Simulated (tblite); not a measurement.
System: H₃As, singlet: map of symmetric stretch and umbrella angle. Scanned: As-H bond length and angle between the As-H bonds and the threefold axis (90 = planar).

Cartesian coordinates as functions of the variables (Å; names that start with a are angles):
```
As  0  0  0
H  r*sin(a)*cos(0*2*pi/3+0)  r*sin(a)*sin(0*2*pi/3+0)  0+r*cos(a)
H  r*sin(a)*cos(1*2*pi/3+0)  r*sin(a)*sin(1*2*pi/3+0)  0+r*cos(a)
H  r*sin(a)*cos(2*2*pi/3+0)  r*sin(a)*sin(2*2*pi/3+0)  0+r*cos(a)
```

Level of theory: GFN2-xTB, 300 K electronic temperature run with tblite 0.5.0.

Energy in kJ/mol above the lowest grid point; x is the As-H bond length (Å), y the angle between the As-H bonds and the threefold axis (90 = planar) (°).

| y \ x | 1.34 | 1.41 | 1.48 | 1.55 | 1.62 | 1.69 | 1.76 | 1.83 | 1.90 |
|---|---|---|---|---|---|---|---|---|---|
| 130 | 87.1 | 28.0 | 7.2 | 10.2 | 28.3 | 56.4 | 91.5 | 131.6 | 175.3 |
| 126 | 74.0 | 18.3 | 0.0 | 4.8 | 24.1 | 53.0 | 88.4 | 128.6 | 172.3 |
| 122 | 74.4 | 21.2 | 4.7 | 10.5 | 30.2 | 59.0 | 94.1 | 133.7 | 176.7 |
| 118 | 86.3 | 35.2 | 19.8 | 26.0 | 45.6 | 73.7 | 107.7 | 146.1 | 187.9 |
| 114 | 108.0 | 58.7 | 44.3 | 50.6 | 69.4 | 96.4 | 128.8 | 165.5 | 205.5 |
| 110 | 137.9 | 90.6 | 77.1 | 83.3 | 101.3 | 126.6 | 157.0 | 191.4 | 229.1 |
| 106 | 173.9 | 129.1 | 117.1 | 123.6 | 140.7 | 164.2 | 192.2 | 223.8 | 258.6 |
| 102 | 213.0 | 172.0 | 162.6 | 170.4 | 187.1 | 208.9 | 234.3 | 262.8 | 294.3 |
| 98 | 250.5 | 214.7 | 210.2 | 221.4 | 239.4 | 260.4 | 283.4 | 308.5 | 336.2 |
| 94 | 278.8 | 249.2 | 251.9 | 270.7 | 294.5 | 317.6 | 339.4 | 361.3 | 385.0 |
| 90 | 289.5 | 263.0 | 270.4 | 297.0 | 333.9 | 375.4 | 407.3 | 427.0 | 444.6 |

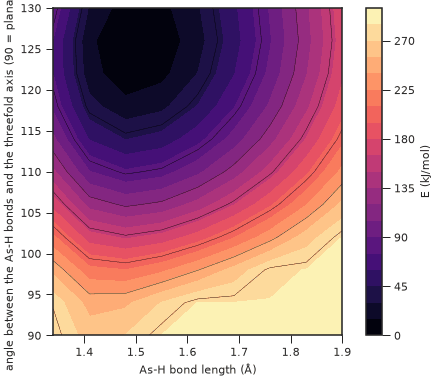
Figure: Energy surface, cut off at 285 kJ/mol.

Points that lie below all their neighbours on the grid: x = 1.48, y = 126 (0.0 kJ/mol).
